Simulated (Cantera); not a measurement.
Feed: 1 mol TEOS, 2.1 mol O2, equilibrated at 53000 Pa.

Cantera equilibrium calculation (NASA polynomials, part measured and part estimated; ideal gas, pure solids and liquids). Candidate condensed phases: C, C6H6, C7H8, C8H18, H2O, Si, SiC, SiO2; 123 gas species. The feed counts by its element totals alone. Mutual solubility and eutectic melting of coexisting phases are not modelled. The tables hold silica as quartz up to 1696 K and as liquid above; real silica turns to tridymite and cristobalite and melts near 1996 K. Equilibrium is a limit: real reactors are often held back by kinetics, nucleation or transport.

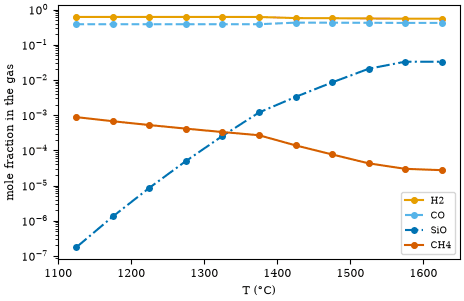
Figure. Equilibrium gas composition (values under 1e-9 drawn at 1e-9)

From 1125 °C to 1375 °C the condensed part is C(graphite) + SiO2(β-quartz). From 1425 °C to 1525 °C the condensed part is SiC(s) + SiO2(condensed). From 1575 °C to 1625 °C the condensed part is SiC(s). The main Si-bearing gas is SiO throughout.
